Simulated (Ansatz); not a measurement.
## Electronic structure of B$_{2}$H$_{6}$OSi (SMILES BOB[SiH3]) in real space

```xyz
10

B    -0.6300    1.4865   -1.1145
O     0.6628    1.1277   -0.7123
B     0.5721   -0.3176   -0.5321
Si    0.3640   -1.0522    1.2470
H    -0.9516    1.5783   -2.2925
H    -1.4739    1.8800   -0.3185
H     0.8647   -1.0442   -1.4169
H     0.3732   -2.5137    1.1730
H    -1.0280   -0.6155    1.7719
H     1.3299   -0.5805    2.1978
```

Method: SCF PBE0, Gaussian basis in Ansatz 0.2.0.

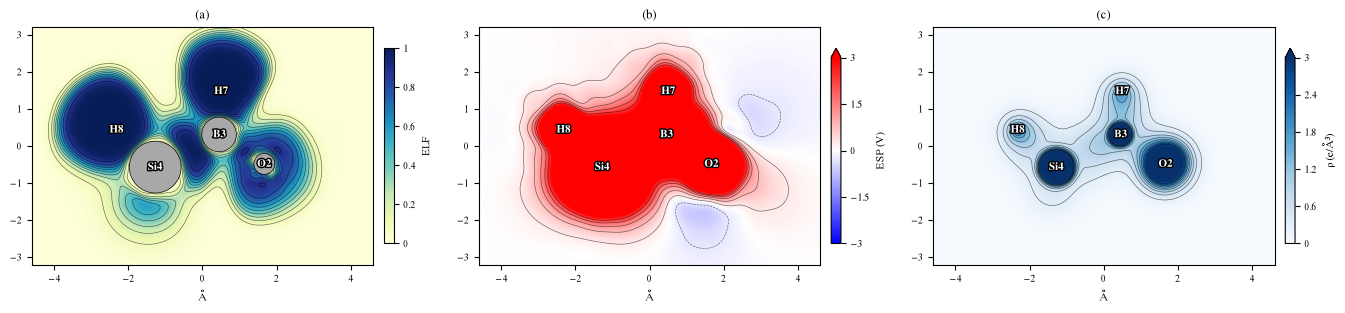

Figure 1. (a) electron localisation function; (b) electrostatic potential; (c) electron density on the plane of atoms B3, Si4 and H8. Grey discs cover the atomic cores in the ELF map.

### Interpret the plot.

- The plane passes through O, B, Si and H nuclei.
- Si–B (1.94 Å): the density is about 0.88 e/Å³ at the midpoint; the ELF peaks at about 1 between the atoms, as expected for localised, covalent bonding.
- B–H (1.18 Å): ρ is about 1.3 e/Å³ halfway; the ELF climbs to about 1 towards the hydrogen, as it does in any bond to H (a covalent bond by its length).
- B–O (1.46 Å): ρ is about 1.6 e/Å³ halfway; the ELF peaks at about 0.90 between the atoms; a shared but strongly polarised pair.
- Si–H (1.46 Å): the density is about 0.77 e/Å³ at the midpoint; the ELF climbs to about 1 towards the hydrogen.
- The ELF also peaks beside O2, away from the bonds: lone-pair regions.
- Outside the dense part of the molecule the potential is most negative (−0.7 V) near O2.

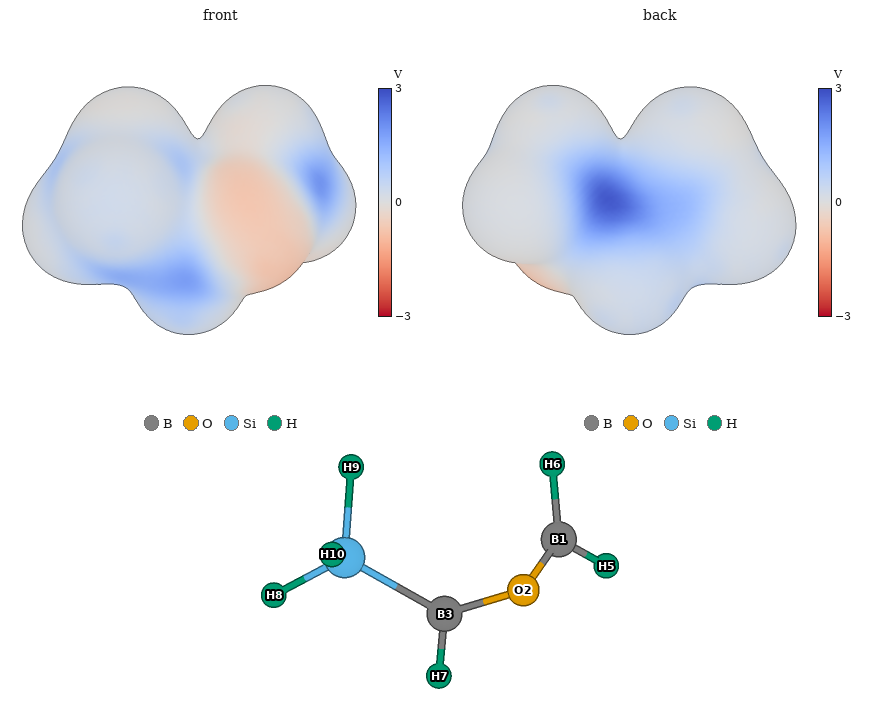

Figure 2. The electrostatic potential painted on the density surface at 0.002 e/bohr³, seen from the front and from behind; red is negative and blue positive. The bare structure is drawn below in the same view.

### Where is the surface potential most negative and most positive?

The most negative region (about −0.7 V, or −16 kcal/mol for a unit charge) lies over O2, the most positive (about +2.7 V, or +62 kcal/mol for a unit charge) over B1 and B3.

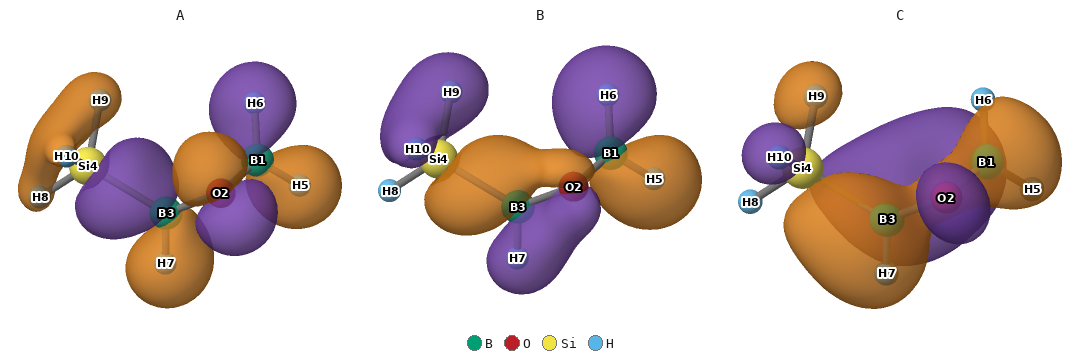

Figure 3. Three frontier orbitals at ±0.08 Å⁻³ᐟ² (orange and purple are the two phases), in no order.

### Which picture is the HOMO−1, the HOMO and the LUMO?

B is the HOMO−1 (−9.16 eV). Its weight (Hirshfeld) is mainly on B1 (about 20 %), Si4 (about 15 %), B3 (about 15 %), H6 (about 15 %), H5 (about 15 %) and H9 (about 5 %). A is the HOMO (−7.50 eV). It lies mainly on O2 (about 35 %), Si4 (about 15 %), B3 (about 15 %), B1 (about 10 %), H7 (about 10 %) and H5 (about 5 %). C is the LUMO (−2.90 eV). It lies mainly on B3 (about 40 %), B1 (about 20 %) and O2 (about 15 %).

### What is the HOMO–LUMO gap?

4.60 eV between the orbital energies.
